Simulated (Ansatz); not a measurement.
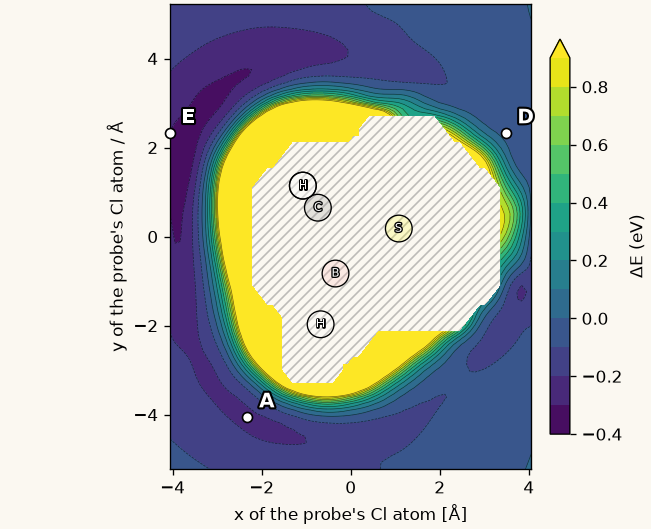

CH₃BS (SMILES B1CS1) with the probe Cl-. 
- The probe is moved over the molecule's main plane.
- First axis: x of the probe's Cl atom. Second axis: y of the probe's Cl atom.
- Nothing is relaxed (molecule and probe rigid).
- The scan uses a 15 × 19 grid. At 67 points there is no value (left out of the scan, as a rule where atoms come close).
- Points are written as (first, second).
- Energies: eV, counted from molecule and probe far apart, each relaxed in its own basis (no counterpoise correction).
- The calculation used RKS CAM-B3LYP-D4/def2-SVPD (Ansatz 0.2.0).

The picture shows filled contours, labelled circles for the molecule's atoms, projected on the plane, one colour for all values above the top of the scale, hatched blanks where no value was computed, lettered points. Between grid points the surface is interpolated.

Is A the lowest point of the computed grid?

No. A lies 0.11 eV above the lowest grid point, which is at (−3.48 Å, 2.32 Å) [nearest 2 H at 2.83 Å].

Rank the lettered points by energy, lowest first.

E (−0.30 eV), A (−0.21 eV), D (−0.038 eV).
